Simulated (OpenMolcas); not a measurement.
**Pd²⁺ among point charges: CASSCF and CASPT2 levels and susceptibility**

How does a field of 6 point charges split the states of Pd²⁺, and what χT follows?

Program: OpenMolcas 26.06. Level of theory: state-averaged CASSCF and CASPT2, spin-orbit coupling by RASSI with atomic mean-field integrals. These are calculated values, not measurements, unless marked.

## (1) Starting point

```
Species                           : Pd²⁺ (palladium, Z = 46, 44 electrons)
Basis                             : ANO-RCC-VDZP [6s5p3d1f], 43 functions
Scalar Hamiltonian                : DKH2, point nucleus
Inactive shells                   : 1s 2s 2p 3s 3p 3d 4s 4p
Active space                      : 8 electrons in 5 orbitals (4d)
Some configurations of this space : 4d8
Orbitals                          : optimised for each spin and parity, averaged over all roots
```

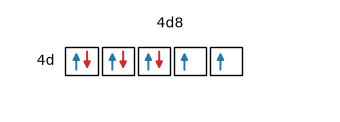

The shells outside the core, filled by Hund's rule for the drawing.

The ion sits among 6 point charges of -1.7 e arranged as an octahedron (Oh), 2.31 Å from the ion.

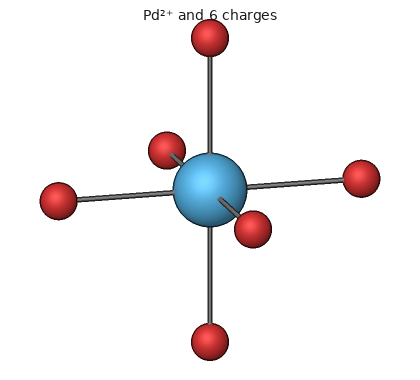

The ion and the point charges (red).

The work runs as a chain of OpenMolcas steps in one folder; each step below is one input file. Labels, J, g values, rates, χT and fits are worked out afterwards by a script from the matrices that RASSI stores. The input lists half of the charges; inversion (Group=XYZ) makes the rest.

## (2) Basis and integrals

Input file a.inp:

```
&GATEWAY
Coord
1

Pd 0.0 0.0 0.0
Basis=ANO-RCC-VDZP
Group=XYZ
NoMove
AngMom=0.0 0.0 0.0
AMFI
XField
3 Angstrom 0
2.310000 0.000000 0.000000 -1.700000
0.000000 2.310000 0.000000 -1.700000
0.000000 0.000000 2.310000 -1.700000
&SEWARD
```

Started as:

```bash
OMP_NUM_THREADS=1 MOLCAS_MEM=1689 MOLCAS_PROJECT=a pymolcas a.inp > a.log
```

## (3) Reference wave functions, triplets of even parity, 10 roots

Input file a.inp:

```
&RASSCF
FileOrb=start.orb
Symmetry=1
Spin=3
nActEl=8 0 0
Inactive=9 9
Ras2=5 0
CIRoot=10 10 1
SDav=10
CIMx=300
Iter=120 100
PrWF=0.3
OrbListing=Nothing
MaxOrb=0
>>> COPY $Project.JobIph JOB001
```

start.orb holds the contracted functions of the basis, ordered by shell, or the orbitals of the step before.

## (4) Reference wave functions, singlets of even parity, 15 roots

Input file a.inp:

```
&RASSCF
FileOrb=start.orb
Symmetry=1
Spin=1
nActEl=8 0 0
Inactive=9 9
Ras2=5 0
CIRoot=15 15 1
SDav=15
CIMx=300
Iter=120 100
PrWF=0.3
OrbListing=Nothing
MaxOrb=0
>>> COPY $Project.JobIph JOB002
```

## (5) RASSI: spin-orbit coupling between the states

Input file a.inp:

```
&RASSI
NrOfJobIphs=2 10 15
1 2 3 4 5 6 7 8 9 10
1 2 3 4 5 6 7 8 9 10 11 12 13 14 15
IphNames
JOB001
JOB002
EJob
SpinOrbit
DIPRint=1.0
SOCoupling=1000.0
Subsets=2
Property=9
'ANGMOM' 1 'ANGMOM' 2 'ANGMOM' 3 'MLTPL  1' 1 'MLTPL  1' 2 'MLTPL  1' 3
'AMFI' 1 'AMFI' 2 'AMFI' 3
SOProperty=3
'ANGMOM' 1 'ANGMOM' 2 'ANGMOM' 3
```

## (6) CASPT2: IPEA 0.25, imaginary shift 0.1 (closed shells correlated: 4s 4p)

Input file a.inp:

```
>>> COPY JOB001 $Project.JobIph
&CASPT2
Multistate=10 1 2 3 4 5 6 7 8 9 10
NoMult
Frozen=8 6
IPEA=0.25
Imaginary=0.1
MaxIter=60
WThr=0.0 0.3 0.05
PrWF=0.5
NoMix
>>> COPY JOB002 $Project.JobIph
&CASPT2
Multistate=15 1 2 3 4 5 6 7 8 9 10 11 12 13 14 15
NoMult
Frozen=8 6
IPEA=0.25
Imaginary=0.1
MaxIter=60
WThr=0.0 0.3 0.05
PrWF=0.5
NoMix
```

(Steps that only read results are left out.)

Before running it: what results should come out? Wanted: spin-free ground state; first state of the same spin within the active space; lowest level; next level.

The runs gave:

| quantity | value |
| --- | --- |
| method | SS-CASPT2, IPEA 0.25, imaginary shift 0.1 (closed shells correlated: 4s 4p) |
| spin-free ground state | 3A2, 1-fold in its orbital part |
| first state of the same spin within the active space | 3T2 at 5060 cm⁻¹ |
| lowest level | 3-fold T2 |
| next level | 4308.4 cm⁻¹ |
| χT at 300 K | 2.14 cm³ K/mol |
| effective moment at 300 K | 4.14 μB |

Cost by method:

```
                                              method  time of its own steps  time with the reference
                                           A. CASSCF                  4.5 s                    4.5 s
B. SS-CASPT2, IPEA 0.25, imaginary shift 0.1, +4s 4p                  1.4 s                    5.9 s
```

Times are of one thread on a shared host.

The spin-free ground state (3A2) comes to 100 % from free-ion F terms and keeps the highest spin of the shell. χT at 300 K is 2.14, against 1.00 cm³ K/mol for the spin alone, so orbital moment adds to it. A ligand-field fit to the states below 45000 cm-1 gives 10Dq = 5079 cm-1, B = 816 cm-1 and C = 3255 cm-1 (C/B = 3.99), with a deviation of 495 cm-1. CASPT2 does not keep the components of a term degenerate, and the means are used. The field of point charges can differ much from that of real complexes. Point charges carry no covalency, so the field is a model and not that of real ligands.
